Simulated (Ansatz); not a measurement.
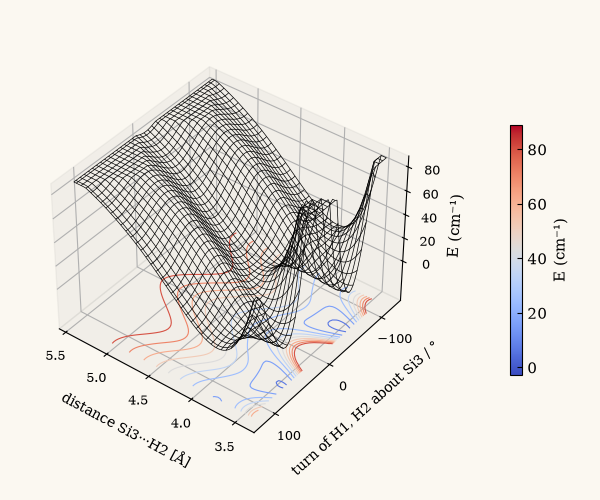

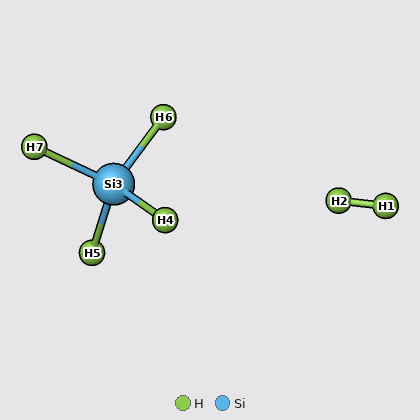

Energy landscape of the pair H₂···H₄Si. The turn is about an axis along (−0.32, −0.95, 0.01) in the frame of the relaxed pair, normal to the line between the partners. The first coordinate is: distance Si3···H2; the second: turn of H1, H2 about Si3. The scan uses a 15 × 15 grid. Points are written as (first, second). Energies: cm⁻¹, counted from the lowest grid point. Computed with Ansatz 0.2.0, RKS PBE0-D4/def2-TZVPD.

Drawn: a relief with its contours projected below, any walls above the top of the colour scale cut off. Between grid points the surface is interpolated. The second picture is the structure at the lowest point.

Question: Summarise what can be read from the map.

Answer: The lowest grid point is at (3.564 Å, −51.4°). The bottom of the well lies between grid points, at about (3.525 Å, −60°), about 2.8 cm⁻¹ lower on the interpolated surface. The energy also falls towards the edge at (3.779 Å, 120.0°) (10 cm⁻¹ above the lowest) and (3.906 Å, −120.0°) (15 cm⁻¹ above the lowest), where a further well may lie outside the range. The highest grid point, (3.433 Å, 0.0°), lies 244 cm⁻¹ above the lowest.

The values on the grid:

```tsv
turn of H1, H2 about Si3 ↓, distance Si3···H2 →	3.433	3.483	3.564	3.664	3.779	3.906	4.044	4.191	4.347	4.510	4.682	4.860	5.045	5.236	5.433
120.0	59	44	27	15	10	11	17	26	37	49	60	71	80	87	93
102.9	55	42	27	16	12	13	20	29	40	51	62	72	81	88	94
85.7	26	20	13	11	12	18	27	37	48	59	69	78	86	92	97
68.6	4	3	3	7	14	23	33	45	56	66	75	83	89	95	99
51.4	3	2	2	5	11	20	31	43	54	65	74	82	89	94	98
34.3	44	33	21	13	11	14	21	31	42	54	65	74	82	89	95
17.1	153	121	81	49	28	19	18	23	32	42	54	65	74	83	90
0.0	244	195	133	81	46	26	19	20	27	37	48	59	70	79	87
−17.1	175	138	93	57	33	21	18	22	31	41	52	63	73	82	89
−34.3	57	43	27	16	12	13	19	29	40	51	62	72	81	88	94
−51.4	4	2	0	2	7	16	26	38	50	61	71	80	87	93	97
−68.6	5	3	1	3	9	17	27	39	51	62	72	80	87	93	98
−85.7	46	35	22	14	12	15	22	32	42	54	65	74	82	89	95
−102.9	110	85	56	34	20	16	18	25	35	46	57	68	77	85	91
−120.0	122	95	63	37	21	15	17	23	33	44	55	66	76	84	90
```

Time for the 225 points that were run: 5.4 min on 1 thread of Arm Neoverse V2, on a shared host.
